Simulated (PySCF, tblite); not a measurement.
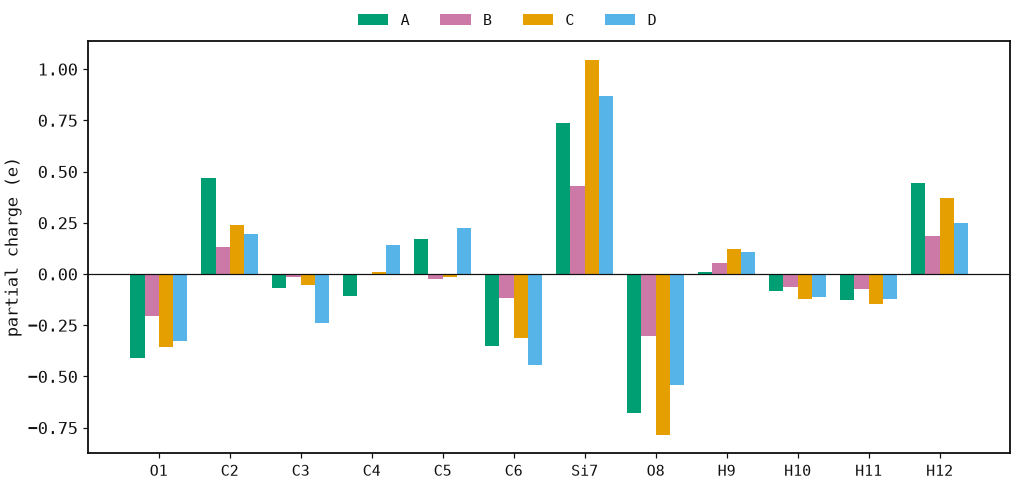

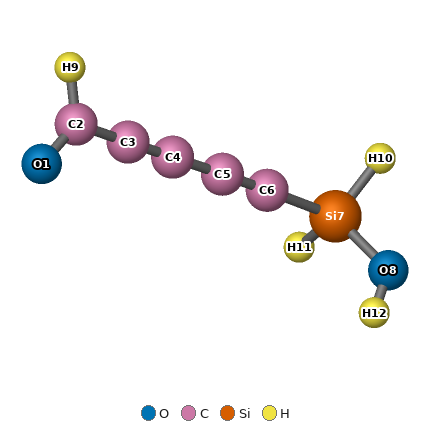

Atomic charges of C₅H₄O₂Si, SMILES O=CC#CC#C[SiH2]O by 4 schemes, PBE0/pcSseg-1, PySCF 2.14.0, at a GFN2-xTB geometry (a minimum by its frequencies).

The schemes are ESP fit, Hirshfeld, IAO and Mulliken. Which series is which?

A: ESP fit (Si7 0.74 e); B: Hirshfeld (Si7 0.43 e); C: IAO (Si7 1.05 e); D: Mulliken (Si7 0.87 e).

Note: the tight-binding geometry is rougher than a DFT one and adds to the error.
